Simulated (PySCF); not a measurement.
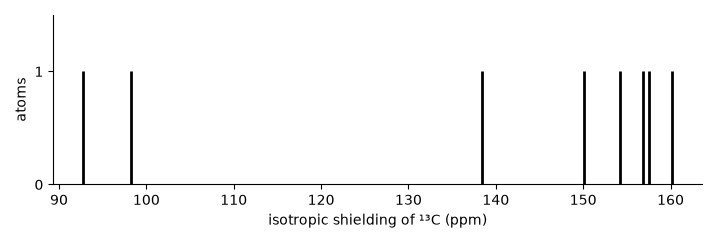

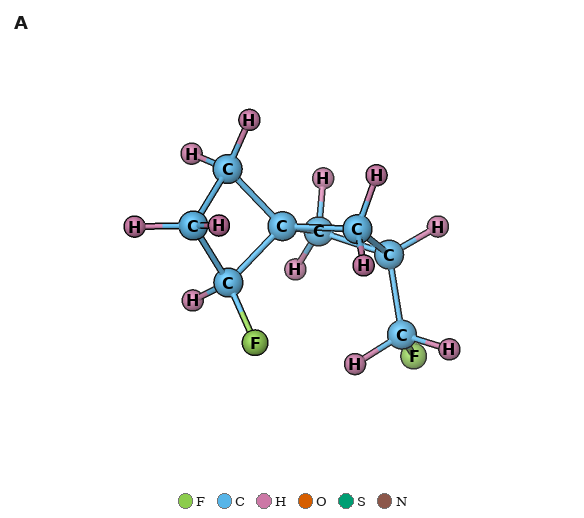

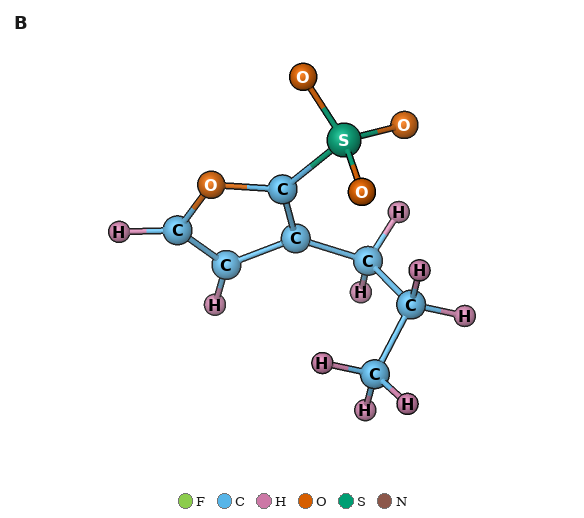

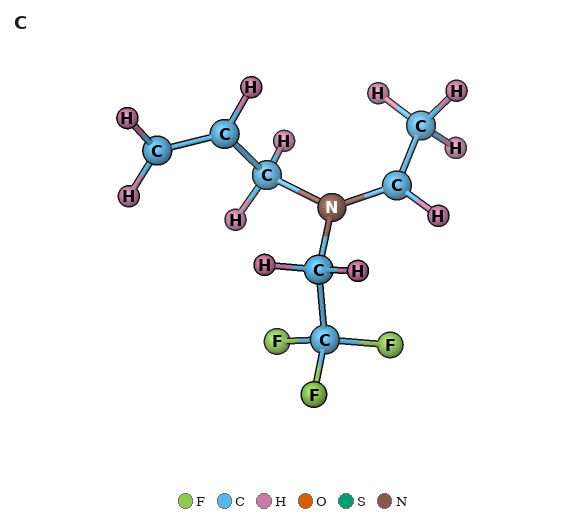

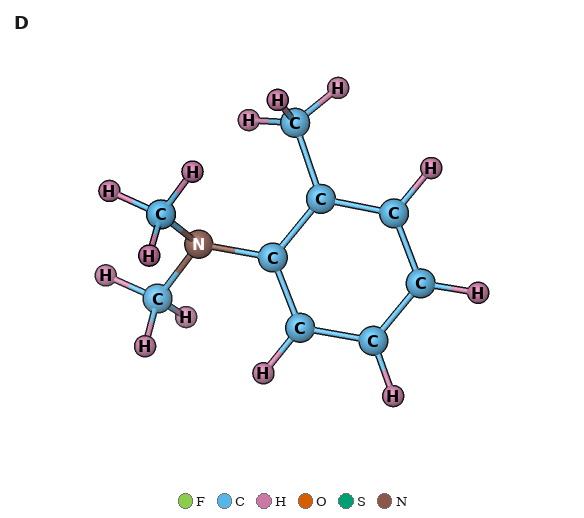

The sticks are computed shieldings of one of the molecules, for one fixed geometry (PBE0-D3(BJ)/def2-SVP) without averaging over rotations. Low shielding means a high chemical shift. Method: GIAO PBE0/pcSseg-1 NMR shielding, non-relativistic, IEF-PCM chloroform (PySCF 2.14.0).

**Match the spectrum to a structure.**

A, `FC[C@H]1C[C@]2(CC[C@@H]2F)C1`. Its 8 C atoms give lines at 92.7, 98.2, 138.4, 150.1, 154.3, 156.9, 157.5, 160.2 ppm.
